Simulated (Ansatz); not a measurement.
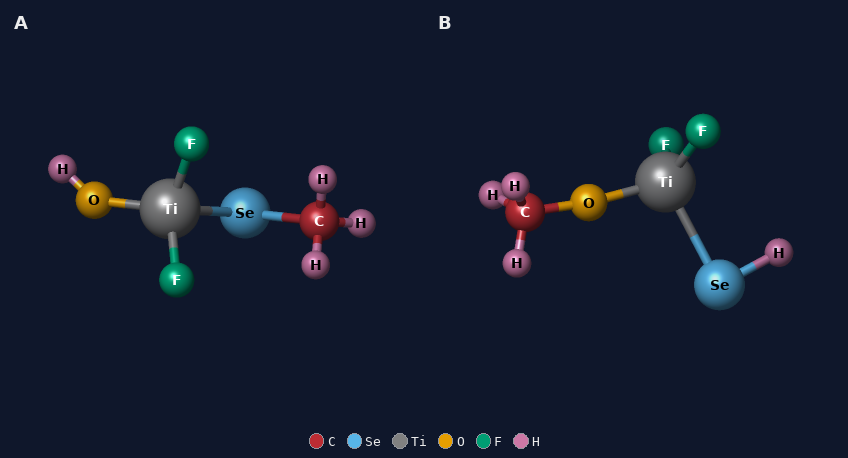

2 stationary structures of one formula. The species is neutral and a spin singlet. Geometries: PBE0-D4/def2-TZVP. Electronic energies: CCSD(T)/CBS (MP2 limit from def2-TZVPP and def2-QZVPP plus CCSD(T) − MP2) (Ansatz 0.2.0), without zero-point energy. No frequency run is at hand to confirm each as a minimum. Each is one conformer, not always the lowest.

> Rank them by energy, lowest first.

A is lowest; B lies 31.2 kJ/mol above it. A is `C[Se][Ti]([OH])([F])[F]`, B is `C[O][Ti]([F])([F])[SeH]`.
